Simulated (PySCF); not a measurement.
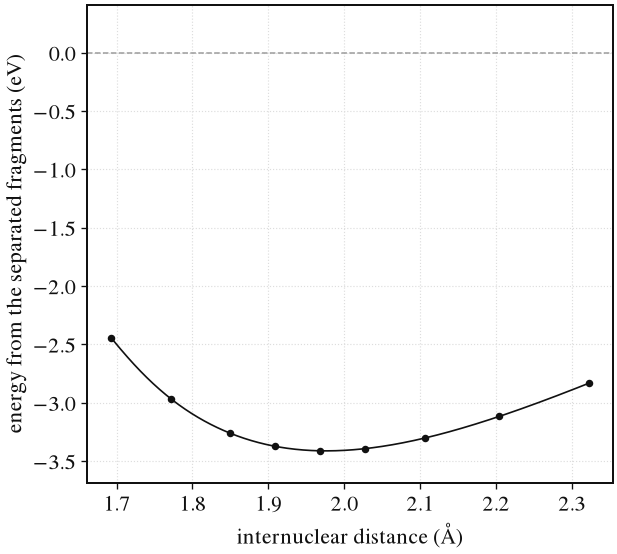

Bond curve of BeSe⁺, doublet (excess alpha electrons: πx +1). PW91/pcseg-2 in PySCF 2.14.0, UKS. One reference determinant with the occupation held, the lowest that a PBE0 search over spins and occupations found; no spin-orbit coupling. Zero is the separated fragments in their ground configurations, without counterpoise. The fragments are Be⁺ + Se.

> What constants does a Dunham fit to the curve give (main isotopes)?

re = 1.976 Å, ωe = 726 cm⁻¹, ωexe = 4.3 cm⁻¹, De = 3.41 eV, Be = 0.533 cm⁻¹.

> How stiff is the bond?

The force constant is 2.51 mdyn/Å, which gives ωe = 726 cm⁻¹.

> How much does zero-point motion take off the well depth?

0.045 eV (362 cm⁻¹): De = 3.41 eV, D0 = 3.37 eV.

Caveats: lowest determinant of a PBE0 search, another state may lie lower; no scalar relativity; spin-orbit coupling is left out; it can lower the fragment Se more than the molecule, and De with it.
